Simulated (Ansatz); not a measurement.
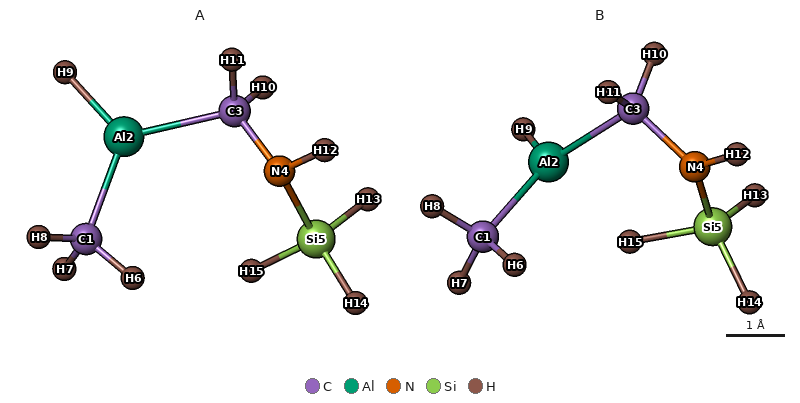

Two geometries of C₂H₁₀AlNSi (coarse preliminary run), drawn at one scale. One is the start of a relaxation, the other its converged end. Style: ball-and-stick. Shown face on.

The calculation used RKS PBE-D4/def2-SVP in Ansatz 0.2.0. (force threshold 0.03 eV/Å; at most 200 steps)

### Which geometry has the lower energy?

Structure B is the relaxed one. The start comes from a force field. The atom that moves furthest after the best rigid fit is H9 (1.84 Å). By element the largest moves are H 1.84 Å, Al 0.72 Å, Si 0.31 Å, C 0.30 Å, N 0.29 Å. Some distances before and after: Al2–H15 3.370 → 2.061 Å, Al2–Si5 3.769 → 3.049 Å, N4–Si5 1.802 → 1.725 Å, Si5–H13 1.439 → 1.512 Å. Bond angles that change, for instance: Si5–N4–H12 108.0° → 121.3°, N4–Si5–H13 109.1° → 119.7°, Al2–C3–N4 115.8° → 106.1°. Groups turn about Al2–C3 by about 70°, C1–Al2 by about 25°. Over 18 accepted moves (19 points after the start) the energy falls by 51.4 kJ/mol. Largest force component: 2.3 eV/Å at the start, 0.016 eV/Å at the end. The line search rejected the trial step at point 3 of the run. Cost: 35 s on 4 threads of Intel Xeon Platinum 8175M @ 2.50GHz, with other jobs on the host.
